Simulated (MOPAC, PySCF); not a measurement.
Bond stretch in SiCl, doublet.

- UKS-M06-2X = PySCF with unrestricted M06-2X/cc-pVTZ
- PM3, unrestricted, heats of formation (MOPAC)
- UHF/3-21G = PySCF 2.14.0 with unrestricted Hartree-Fock/3-21G

Energies are in kJ/mol, each relative to the lowest point of its own curve near equilibrium.

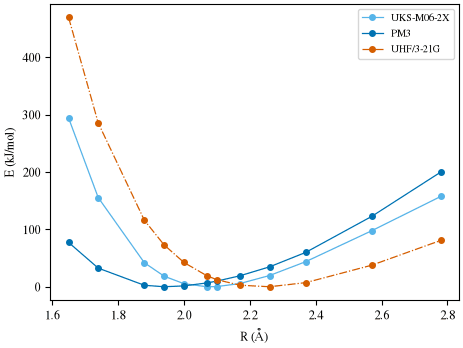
Energy against bond length for each method.

```
R / Å  UKS-M06-2X    PM3  UHF/3-21G
-----  ----------  -----  ---------
1.65        294.2   77.3      469.5
1.74        155.4   32.5      285.5
1.88         41.9    2.6      115.9
1.94         18.4    0.0       72.9
2.00          5.4    1.4       42.4
2.07          0.0    6.7       19.1
2.10          0.3    9.8       12.3
2.17          5.6   19.1        2.7
2.26         19.5   34.6        0.0
2.37         43.7   59.9        7.1
2.57         97.5  122.5       37.5
2.78        157.4  199.9       80.8
```

At the longest distance, 2.78 Å, PM3 lies highest above its minimum (199.9 kJ/mol) and UHF/3-21G lowest (80.8 kJ/mol).

The scan ran from 1.65 to 8.25 Å; beyond the distances shown one of the unrestricted levels run for this scan, shown here or not, changes its spin distribution in one step.
